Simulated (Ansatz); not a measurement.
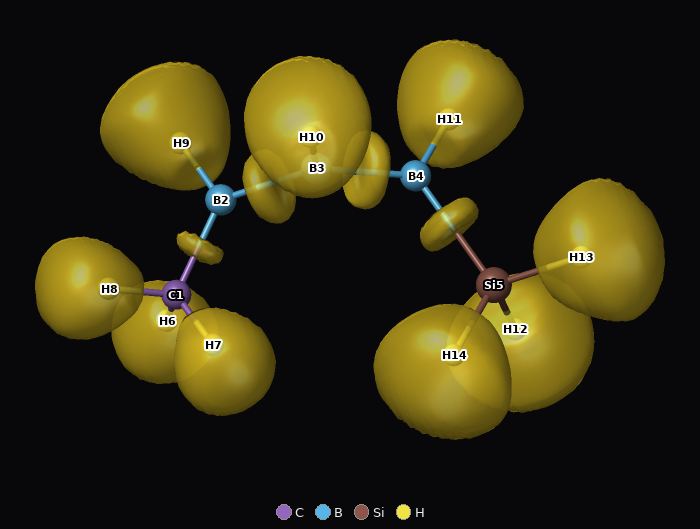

Figure 1: CH9B3Si (SMILES CBBB[SiH3]). Isosurface of the ELF at 0.9 (yellow), seen across its widest extent. Core shells and regions of very low density are left out.

Level of theory: Ansatz 0.2.0, RKS B3LYP/6-31G.

```xyz
14

C    -1.0325    1.7975    1.2799
B    -1.7879    1.0658    0.1075
B    -2.0102    1.6140   -1.4341
B    -1.0370    1.4440   -2.7152
Si    0.3896    2.8376   -3.1592
H    -0.2032    1.1577    1.6238
H    -0.6263    2.7858    1.0435
H    -1.7010    1.8948    2.1492
H    -2.2727   -0.0108    0.3598
H    -3.0354    2.2335   -1.6096
H    -1.0825    0.5120   -3.4677
H     1.7548    2.1954   -3.1125
H     0.1908    3.3514   -4.5631
H     0.4269    4.0321   -2.2442
```

Describe the localisation domains.

Answer. At this value the surface marks out two regions between bonded B–B atoms (shared pairs), one region between bonded B–C atoms (shared pairs), one region between bonded B–Si atoms (shared pairs) and nine regions around hydrogen nuclei. Profiles from the grid: C–B (1.58 Å): the ELF peaks at about 0.95 between the atoms (a shared electron pair). B–B (1.62 Å): the ELF peaks at about 1 between the atoms: localised, covalent bonding.
